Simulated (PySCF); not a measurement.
**SnClF (SMILES [F][Sn][Cl]) at MP2/STO-3G**

Aim: the vertical singlet–triplet gap of SnClF at MP2/STO-3G, from 2 runs. Input form: a Python script.

The calculation is run with PySCF 2.14.0.

19 further runs of the same task are left out: 7 that didn't finish, 12 set aside as unsound or not needed.

### 1 The structure to begin with

The species is SnClF (3 atoms), meant as a singlet with charge 0. As SMILES, `[F][Sn][Cl]`. The coordinates come from a PBE0-D4/def2-TZVP relaxation.

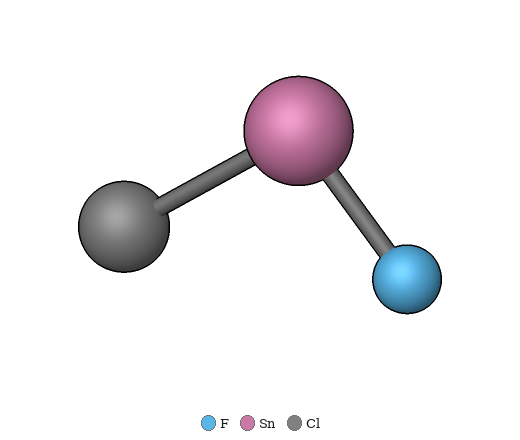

Viewed from a chosen angle; fluorine blue, tin pink, chlorine grey.

### 2 A single-point energy at MP2/STO-3G

Contents of input.py:

```python
from pyscf import gto, mp

mol = gto.M(
    atom=[
    ('F', (-1.389600, 0.223100, -0.744400)),
    ('Sn', (0.164300, 0.898100, 0.190700)),
    ('Cl', (1.214300, -1.186000, 0.540500)),
],
    max_memory=1860,
    verbose=3,
    basis='sto-3g',
    spin=0,
)

mf = mol.RHF()
mf.conv_tol = 1e-10
mf.kernel()
if not mf.converged:
    mf = mf.newton().run(mf.mo_coeff, mf.mo_occ)

pt = mp.MP2(mf, frozen=24).run()
e_final = pt.e_tot
print('Final energy', e_final)
```

The run is started by

```bash
$ OMP_NUM_THREADS=1 python input.py
```

Standard output:

```text
converged SCF energy = -6515.97322820159
E(RMP2) = -6516.02561943119  E_corr = -0.0523912295909578
E(SCS-RMP2) = -6516.02792334023  E_corr = -0.0546951386384003
Final energy -6516.025619431185
```

Run time: 1 s. Hardware: 1 thread of Arm Neoverse V1, shared host; peak memory 0.12 GiB.

### 3 The triplet

Contents of input.py:

```python
from pyscf import gto, scf, mp

mol = gto.M(
    atom='''
F     -2.625963     0.421598    -1.406712
Sn     0.310482     1.697163     0.360371
Cl     2.294694    -2.241215     1.021397
''',
    spin=2,
    verbose=4,
    basis='sto-3g',
    max_memory=1860,
    unit='bohr',
    charge=0,
)

mf = scf.UHF(mol)
mf.conv_tol = 1e-10
mf.kernel()
if not mf.converged:
    mf = mf.newton().run(mf.mo_coeff, mf.mo_occ)

pt = mp.MP2(mf, frozen=24).run()
energy = pt.e_tot
print('E(%s) = %.9f' % ('MP2', energy))
```

The run is started by

```bash
$ OMP_NUM_THREADS=1 python input.py
```

Standard output:

```text
PySCF version 2.14.0

[INPUT] num. atoms = 3
[INPUT] num. electrons = 76
[INPUT] charge = 0
[INPUT] spin (= nelec alpha-beta = 2S) = 2
[INPUT] symmetry False subgroup None
[INPUT] Mole.unit = bohr
[INPUT] Symbol           X                Y                Z      unit          X                Y                Z       unit  Magmom
[INPUT]  1 F     -1.389599776319   0.223100053769  -0.744399932728 AA   -2.625963000000   0.421598000000  -1.406712000000 Bohr   0.0
[INPUT]  2 Sn     0.164299998801   0.898099982817   0.190700120676 AA    0.310482000000   1.697163000000   0.360371000000 Bohr   0.0
[INPUT]  3 Cl     1.214299770835  -1.185999902772   0.540500015702 AA    2.294694000000  -2.241215000000   1.021397000000 Bohr   0.0

nuclear repulsion = 338.758436771062
number of shells = 19
number of NR pGTOs = 123
number of NR cGTOs = 41
basis = sto-3g
ecp = {}

******** <class 'pyscf.scf.uhf.UHF'> ********
method = UHF
initial guess = minao
damping factor = 0
level_shift factor = 0
DIIS = <class 'pyscf.scf.diis.CDIIS'>
diis_start_cycle = 1
diis_space = 8
diis_damp = 0
SCF conv_tol = 1e-10
SCF conv_tol_grad = None
SCF max_cycles = 50
direct_scf = True
direct_scf_tol = 1e-13
number electrons alpha = 39  beta = 37
Set gradient conv threshold to 1e-05
init E= -6498.39075617314
[... the frontier-level lines of each cycle are left out ...]


cycle= 1 E= -6515.85139309578  delta_E= -17.5  |g|= 0.227  |ddm|= 1.89
cycle= 2 E= -6515.9063918473  delta_E= -0.055  |g|= 0.069  |ddm|= 0.559
cycle= 3 E= -6515.91335381102  delta_E= -0.00696  |g|= 0.0267  |ddm|= 0.166
cycle= 4 E= -6515.91528547463  delta_E= -0.00193  |g|= 0.0119  |ddm|= 0.101
cycle= 5 E= -6515.9158418176  delta_E= -0.000556  |g|= 0.00437  |ddm|= 0.0706
cycle= 6 E= -6515.91592338926  delta_E= -8.16e-05  |g|= 0.00144  |ddm|= 0.0301
cycle= 7 E= -6515.91593220463  delta_E= -8.82e-06  |g|= 0.000843  |ddm|= 0.00933
cycle= 8 E= -6515.91593587882  delta_E= -3.67e-06  |g|= 0.000543  |ddm|= 0.00538
cycle= 9 E= -6515.91593833344  delta_E= -2.45e-06  |g|= 0.000295  |ddm|= 0.006
cycle= 10 E= -6515.91593913487  delta_E= -8.01e-07  |g|= 0.000146  |ddm|= 0.00393
cycle= 11 E= -6515.91593930519  delta_E= -1.7e-07  |g|= 8.11e-05  |ddm|= 0.00177
cycle= 12 E= -6515.91593935553  delta_E= -5.03e-08  |g|= 2.53e-05  |ddm|= 0.00107
cycle= 13 E= -6515.91593935875  delta_E= -3.22e-09  |g|= 7.21e-06  |ddm|= 0.000239
cycle= 14 E= -6515.91593935894  delta_E= -1.87e-10  |g|= 1.36e-06  |ddm|= 4.29e-05
cycle= 15 E= -6515.91593935894  delta_E=    0  |g|= 5.26e-07  |ddm|= 7.69e-06
Extra cycle  E= -6515.91593935894  delta_E= -2.73e-12  |g|= 3.1e-07  |ddm|= 1.47e-06
converged SCF energy = -6515.91593935894  <S^2> = 2.0067294  2S+1 = 3.0044829

******** <class 'pyscf.mp.ump2.UMP2'> ********
nocc = (np.int64(15), np.int64(13)), nmo = (17, 17)
frozen orbitals 24
E(UMP2) = -6515.95147397583  E_corr = -0.0355346168922868
E(SCS-UMP2) = -6515.95368394447  E_corr = -0.0377445855270726
E_corr(same-spin) = -0.0056503323965441
E_corr(oppo-spin) = -0.0298842844957427
E(MP2) = -6515.951473976
```

It took 1.1 s on 1 thread of Arm Neoverse V1, shared host; peak memory 0.12 GiB.

### 4 What came out

At MP2/STO-3G, 24 core orbitals frozen:

| quantity | value |
| --- | --- |
| singlet: total energy | -6516.02562 Eh |
| singlet: dipole moment (Hartree–Fock density) | 3.31 D |
| singlet: HOMO energy (Hartree–Fock orbitals) | -6.48 eV |
| singlet: LUMO energy (Hartree–Fock orbitals) | 3.70 eV |
| singlet: HOMO–LUMO gap (Hartree–Fock orbitals) | 10.17 eV |
| singlet: correlation energy (24 core orbitals frozen) | -52.4 mEh |
| triplet: total energy | -6515.95147 Eh |
| triplet: dipole moment (Hartree–Fock density) | 5.08 D |
| triplet: HOMO energy (Hartree–Fock orbitals) (highest over α and β) | -4.86 eV |
| triplet: LUMO energy (Hartree–Fock orbitals) (lowest over α and β) | 2.23 eV |
| triplet: correlation energy (24 core orbitals frozen) | -35.5 mEh |
| triplet: ⟨S²⟩ of the reference determinant | 2.007 |
| vertical energy of the triplet above the singlet | 2.018 eV |

At this shape the triplet lies 2.02 eV (195 kJ/mol) above the singlet. In a minimal basis such a difference can be off by several eV, whatever the method. Mulliken charges (singlet) of the mean-field density run from -0.50 on Cl3 to +0.84 on Sn2. Relativity is left out (singlet) although the molecule holds a heavy atom. Mulliken charges (triplet) of the mean-field density run from -0.46 on Cl3 to +0.74 on Sn2; they depend strongly on the basis. Relativity is left out (triplet) although the molecule holds a heavy atom.
